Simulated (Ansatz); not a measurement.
Input file:

```
crystal:
  periodic: [false, false, false]
  atoms:
    - {symbol: C, position_ang: [0.318404, 0.560114, 0.826009]}
    - {symbol: C, position_ang: [0.498287, -0.725752, 0.031674]}
    - {symbol: C, position_ang: [-0.108006, -1.969688, 0.649400]}
    - {symbol: F, position_ang: [-1.466174, -1.903837, 0.683234]}
    - {symbol: F, position_ang: [0.305371, -2.163220, 1.907347]}
    - {symbol: F, position_ang: [0.207960, -3.058382, -0.063201]}
    - {symbol: "N", position_ang: [-0.939903, 0.820595, 1.229184]}
    - {symbol: S, position_ang: [1.589972, 1.576052, 1.104075]}
    - {symbol: H, position_ang: [-1.696977, 0.161034, 1.090863]}
    - {symbol: H, position_ang: [-1.105207, 1.663598, 1.767555]}
    - {symbol: H, position_ang: [1.571573, -0.903781, -0.097248]}
    - {symbol: H, position_ang: [0.050639, -0.609129, -0.969240]}
basis:
  gaussian:
    orbitals: def2-SVPD
hamiltonian:
  xc: pbe0
output: {forces: true, orbitals: {seedname: orbitals}}
```

Launched as:

```sh
ansatz run input.yaml --threads 2 --pin off --max-ram 5220MiB --events-out events.jsonl --progress --plain --runs-dir runs
```

Geometry: B3LYP-D3(BJ)/def2-SVP.

Computed with isolated molecule in a Gaussian basis; Kohn-Sham density functional theory, functional PBE0 in Ansatz 0.2.0.

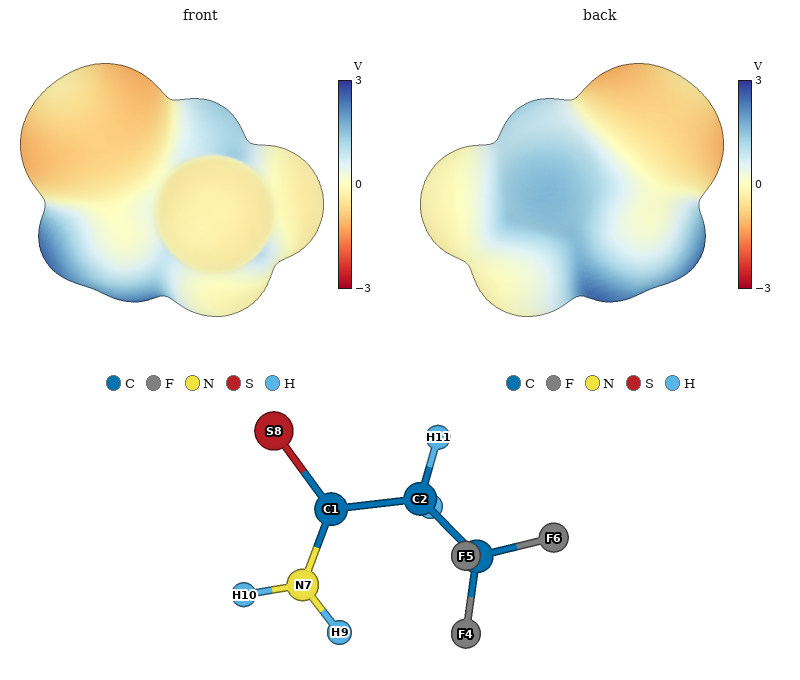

C3H4F3NS (SMILES NC(=S)CC(F)(F)F). The electrostatic potential painted on the density surface at 0.002 e/bohr³, seen from the front and from behind; the colour scale runs from red (negative) to blue (positive). The bare structure is drawn below in the same view.

Question: Describe the electrostatic potential map.

Answer: The most negative region (about −1.1 V) lies over S8, the most positive (about +2.4 V) over H9 and H10.

Question: What dipole moment does the calculation give?

Answer: Its dipole moment is 3.09 D.
